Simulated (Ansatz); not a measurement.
# BSiNH (doublet): wB97M-V, B2PLYP, RPA-PBE over vertical spin and charge gaps and displaced geometries, cc-pVDZ, part 2 of 2

Ansatz 0.2.0, Gaussian basis; cc-pVDZ, all electrons in the functionals, frozen cores in the correlation of double hybrids and RPA.

### 13 B2PLYP, displaced geometry v2

in.yaml

```yaml
crystal:
  periodic: [false, false, false]
  atoms:
    - {symbol: N, position_ang: [0.064568, 0.023749, 0.863141]}
    - {symbol: B, position_ang: [-0.100306, 0.032123, -0.370965]}
    - {symbol: Si, position_ang: [-0.023685, -0.000301, -2.369945]}
    - {symbol: H, position_ang: [0.059423, -0.055571, 1.877769]}
basis:
  gaussian: {orbitals: cc-pVDZ}
magnetization: {spin_polarized: true, initial_magnetization: 1}
hamiltonian: {xc: {name: B2PLYP}}
correlation: {electrons: outside_noble_gas}
```

On the command line:

```bash
$ ansatz run in.yaml --threads 1 --pin off --events-out ev --progress --plain --max-ram 2393MiB
```

Standard output, shortened:

```text
Functional definition: B2PLYP
  name "B2PLYP"
  cite "Grimme, J. Chem. Phys. 124, 034108 (2006) doi:10.1063/1.2148954"
  cite "Becke, Phys. Rev. A 38, 3098 (1988) doi:10.1103/PhysRevA.38.3098"
  cite "Lee, Yang & Parr, Phys. Rev. B 37, 785 (1988) doi:10.1103/PhysRevB.37.785"
[...]
498 factors; integrals over basis functions are off by at most 1.2e-3 eV
[...]
mean field -10049.41504389 eV, -369.3091911250 hartree, gradient 1.4e-8 eV, S^2 0.759010; 6 other end points of the search recorded, 0 dependent functions left out
7 core orbitals not correlated: weight in the atoms' cores, before any rotation towards them, 1.000 or more for the frozen orbitals, at most 0.000 for the correlated occupied ones
reference -10049.41516586 eV, -369.3091956073 hartree; 7, 6 occupied and 37, 38 virtual orbitals, 498 factors
second order -10.48000404 eV of doubles, -0.00000000 eV of singles
Total energy: -10052.24476696 eV, -369.4131815294 hartree
```

Wall time 23 s (1 thread of Intel Xeon at 2.50GHz, shared host).

From the report: ⟨S²⟩ of the determinant 0.759 (pure doublet: 0.75).

From charge 0, doublet: +0.021 eV.

### 14 RPA-PBE, charge 0, doublet

in.yaml

```yaml
crystal:
  periodic: [false, false, false]
  atoms:
    - {symbol: N, position_ang: [0.000000, 0.000000, 0.872300]}
    - {symbol: B, position_ang: [0.000000, 0.000000, -0.373400]}
    - {symbol: Si, position_ang: [0.000000, 0.000000, -2.364200]}
    - {symbol: H, position_ang: [0.000000, 0.000000, 1.865300]}
basis:
  gaussian: {orbitals: cc-pVDZ}
magnetization: {spin_polarized: true, initial_magnetization: 1}
hamiltonian: {xc: {name: PBE}}
correlation: {method: rpa, electrons: outside_noble_gas}
```

Same command.

Standard output, shortened:

```text
Functional definition: PBE
  name "PBE"
  cite "Perdew, Burke & Ernzerhof, Phys. Rev. Lett. 77, 3865 (1996) doi:10.1103/PhysRevLett.77.3865"
  parent pbe
[...]
498 factors; integrals over basis functions are off by at most 1.2e-3 eV
[...]
mean field -10050.93400195 eV, -369.3650118038 hartree, gradient 9.5e-7 eV, S^2 0.754253; 7 other end points of the search recorded, 0 dependent functions left out
7 core orbitals not correlated: weight in the atoms' cores, before any rotation towards them, 1.000 or more for the frozen orbitals, at most 0.000 for the correlated occupied ones
reference -10029.09957771 eV, -368.5626115129 hartree; 7, 6 occupied and 37, 38 virtual orbitals, 498 factors
Total energy: -10042.94749517 eV, -369.0715130933 hartree
```

Wall time 12 s (1 thread of Intel Xeon at 2.50GHz, shared host).

From the report: ⟨S²⟩ of the determinant 0.754 (pure doublet: 0.75).

### 15 RPA-PBE, charge 0, quartet

in.yaml, as its differences from that of step 14:

```diff
@@ -9,3 +9,3 @@
   gaussian: {orbitals: cc-pVDZ}
-magnetization: {spin_polarized: true, initial_magnetization: 1}
+magnetization: {spin_polarized: true, initial_magnetization: 3}
 hamiltonian: {xc: {name: PBE}}
```

Same command.

Standard output, shortened:

```text
Functional definition: PBE
  name "PBE"
  cite "Perdew, Burke & Ernzerhof, Phys. Rev. Lett. 77, 3865 (1996) doi:10.1103/PhysRevLett.77.3865"
  parent pbe
[...]
498 factors; integrals over basis functions are off by at most 1.2e-3 eV
[...]
mean field -10049.52816592 eV, -369.3133482826 hartree, gradient 2.2e-6 eV, S^2 3.750780; 3 other end points of the search recorded, 0 dependent functions left out
7 core orbitals not correlated: weight in the atoms' cores, before any rotation towards them, 1.000 or more for the frozen orbitals, at most 0.000 for the correlated occupied ones
reference -10028.30846456 eV, -368.5335386409 hartree; 8, 5 occupied and 36, 39 virtual orbitals, 498 factors
Total energy: -10041.37507770 eV, -369.0137278170 hartree
```

Wall time 11 s (1 thread of Intel Xeon at 2.50GHz, shared host).

From the report: ⟨S²⟩ of the determinant 3.751 (pure quartet: 3.75).

From charge 0, doublet: +1.572 eV.

### 16 RPA-PBE, charge 1, singlet

in.yaml, as its differences from that of step 15:

```diff
@@ -9,3 +9,4 @@
   gaussian: {orbitals: cc-pVDZ}
-magnetization: {spin_polarized: true, initial_magnetization: 3}
+total_charge: 1
+magnetization: {spin_polarized: true, initial_magnetization: 0}
 hamiltonian: {xc: {name: PBE}}
```

Launched as before.

Standard output, shortened:

```text
Functional definition: PBE
  name "PBE"
  cite "Perdew, Burke & Ernzerhof, Phys. Rev. Lett. 77, 3865 (1996) doi:10.1103/PhysRevLett.77.3865"
  parent pbe
[...]
498 factors; integrals over basis functions are off by at most 1.2e-3 eV
[...]
mean field -10043.22305014 eV, -369.0816395514 hartree, gradient 2.6e-6 eV, S^2 0.000000; 2 other end points of the search recorded, 0 dependent functions left out
7 core orbitals not correlated: weight in the atoms' cores, before any rotation towards them, 1.000 or more for the frozen orbitals, at most 0.000 for the correlated occupied ones
reference -10021.40387945 eV, -368.2797998183 hartree; 6, 6 occupied and 38, 38 virtual orbitals, 498 factors
Total energy: -10035.35798391 eV, -368.7926036986 hartree
```

Wall time 6.5 s (1 thread of Intel Xeon at 2.50GHz, shared host).

From the report: ⟨S²⟩ of the determinant 0.000 (pure singlet: 0.00).

From charge 0, doublet: +7.590 eV.

### 17 RPA-PBE, charge 1, triplet

in.yaml, as its differences from that of step 16:

```diff
@@ -10,3 +10,3 @@
 total_charge: 1
-magnetization: {spin_polarized: true, initial_magnetization: 0}
+magnetization: {spin_polarized: true, initial_magnetization: 2}
 hamiltonian: {xc: {name: PBE}}
```

The command is unchanged.

Standard output, shortened:

```text
Functional definition: PBE
  name "PBE"
  cite "Perdew, Burke & Ernzerhof, Phys. Rev. Lett. 77, 3865 (1996) doi:10.1103/PhysRevLett.77.3865"
  parent pbe
[...]
498 factors; integrals over basis functions are off by at most 1.2e-3 eV
[...]
mean field -10041.33859666 eV, -369.0123871637 hartree, gradient 1.7e-6 eV, S^2 2.020614; 14 other end points of the search recorded, 0 dependent functions left out
7 core orbitals not correlated: weight in the atoms' cores, before any rotation towards them, 1.000 or more for the frozen orbitals, at most 0.000 for the correlated occupied ones
reference -10020.11572164 eV, -368.2324608919 hartree; 7, 5 occupied and 37, 39 virtual orbitals, 498 factors
Total energy: -10033.30055705 eV, -368.7169946561 hartree
```

Wall time 22 s (1 thread of Intel Xeon at 2.50GHz, shared host).

From the report: ⟨S²⟩ of the determinant 2.021 (pure triplet: 2.00).

From charge 0, doublet: +9.647 eV.

### 18 RPA-PBE, displaced geometry v1

in.yaml

```yaml
crystal:
  periodic: [false, false, false]
  atoms:
    - {symbol: N, position_ang: [0.002337, -0.001845, 0.894521]}
    - {symbol: B, position_ang: [0.001504, -0.017987, -0.362332]}
    - {symbol: Si, position_ang: [0.049468, 0.041323, -2.395745]}
    - {symbol: H, position_ang: [-0.053309, -0.021491, 1.863557]}
basis:
  gaussian: {orbitals: cc-pVDZ}
magnetization: {spin_polarized: true, initial_magnetization: 1}
hamiltonian: {xc: {name: PBE}}
correlation: {method: rpa, electrons: outside_noble_gas}
```

Same command.

Standard output, shortened:

```text
Functional definition: PBE
  name "PBE"
  cite "Perdew, Burke & Ernzerhof, Phys. Rev. Lett. 77, 3865 (1996) doi:10.1103/PhysRevLett.77.3865"
  parent pbe
[...]
498 factors; integrals over basis functions are off by at most 1.2e-3 eV
[...]
mean field -10050.90998839 eV, -369.3641293217 hartree, gradient 1.8e-6 eV, S^2 0.754294; 5 other end points of the search recorded, 0 dependent functions left out
7 core orbitals not correlated: weight in the atoms' cores, before any rotation towards them, 1.000 or more for the frozen orbitals, at most 0.000 for the correlated occupied ones
reference -10029.08395545 eV, -368.5620374056 hartree; 7, 6 occupied and 37, 38 virtual orbitals, 498 factors
Total energy: -10042.94225616 eV, -369.0713205631 hartree
```

Run time: 23 s. Hardware: 1 thread of Intel Xeon at 2.50GHz, shared host.

From the report: ⟨S²⟩ of the determinant 0.754 (pure doublet: 0.75).

From charge 0, doublet: +0.005 eV.

### 19 RPA-PBE, displaced geometry v2

in.yaml

```yaml
crystal:
  periodic: [false, false, false]
  atoms:
    - {symbol: N, position_ang: [0.064568, 0.023749, 0.863141]}
    - {symbol: B, position_ang: [-0.100306, 0.032123, -0.370965]}
    - {symbol: Si, position_ang: [-0.023685, -0.000301, -2.369945]}
    - {symbol: H, position_ang: [0.059423, -0.055571, 1.877769]}
basis:
  gaussian: {orbitals: cc-pVDZ}
magnetization: {spin_polarized: true, initial_magnetization: 1}
hamiltonian: {xc: {name: PBE}}
correlation: {method: rpa, electrons: outside_noble_gas}
```

Same command.

Standard output, shortened:

```text
Functional definition: PBE
  name "PBE"
  cite "Perdew, Burke & Ernzerhof, Phys. Rev. Lett. 77, 3865 (1996) doi:10.1103/PhysRevLett.77.3865"
  parent pbe
[...]
498 factors; integrals over basis functions are off by at most 1.2e-3 eV
[...]
mean field -10050.92273225 eV, -369.3645976500 hartree, gradient 6.8e-9 eV, S^2 0.754265; 5 other end points of the search recorded, 0 dependent functions left out
7 core orbitals not correlated: weight in the atoms' cores, before any rotation towards them, 1.000 or more for the frozen orbitals, at most 0.000 for the correlated occupied ones
reference -10029.05761870 eV, -368.5610695478 hartree; 7, 6 occupied and 37, 38 virtual orbitals, 498 factors
Total energy: -10042.93975502 eV, -369.0712286481 hartree
```

Wall time 17 s (1 thread of Intel Xeon at 2.50GHz, shared host).

From the report: ⟨S²⟩ of the determinant 0.754 (pure doublet: 0.75).

From charge 0, doublet: +0.008 eV.

### 20 Against the wave-function levels

The yardstick is UCCSDT(Q), where the cluster series has nearly closed. It comes from earlier runs at the same points. Energies in eV, counted from charge 0, doublet; blanks weren't run or aren't comparable.

| level | doublet to quartet | ionisation to the singlet cation | ionisation to the triplet cation | displacement v1 | displacement v2 |
| --- | --- | --- | --- | --- | --- |
| UCCSDT(Q) | 1.326 |  | 9.450 | 0.008 | 0.014 |
| wB97M-V | 1.688 | 7.642 | 9.820 | 0.028 | 0.022 |
| B2PLYP | 1.538 | 7.589 | 9.598 | 0.020 | 0.021 |
| RPA-PBE | 1.572 | 7.590 | 9.647 | 0.005 | 0.008 |

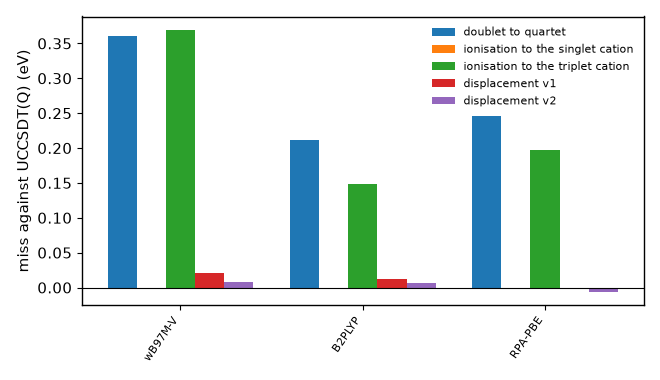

Misses of the gaps against UCCSDT(Q).

Largest miss and mean time a point (UCCSDT(Q) took 5.2 min a point; shared hosts):

| level | largest miss (eV) | where | time a point |
| --- | --- | --- | --- |
| wB97M-V | +0.370 | ionisation to the triplet cation | 30 s |
| B2PLYP | +0.212 | doublet to quartet | 18 s |
| RPA-PBE | +0.246 | doublet to quartet | 15 s |

### 21 Outcome

What follows sums up all 2 parts.

| quantity | value |
| --- | --- |
| doublet to quartet, UCCSDT(Q) | 1.326 eV |
| ionisation to the triplet cation, UCCSDT(Q) | 9.450 eV |
| displacement v1, UCCSDT(Q) | 0.008 eV |
| displacement v2, UCCSDT(Q) | 0.014 eV |
| largest miss, wB97M-V | +0.370 eV (ionisation to the triplet cation) |
| largest miss, B2PLYP | +0.212 eV (doublet to quartet) |
| largest miss, RPA-PBE | +0.246 eV (doublet to quartet) |

**Reading.** Misses are known at 4 of 5 points at best, and only functionals with that many are ranked. Of the functionals, B2PLYP keep the smallest largest miss at the points compared (at most 0.212 eV) and wB97M-V strays most (0.370 eV, at ionisation to the triplet cation). Functionals and the yardstick converge differently with the basis, so part of each miss in cc-pVDZ is the basis.
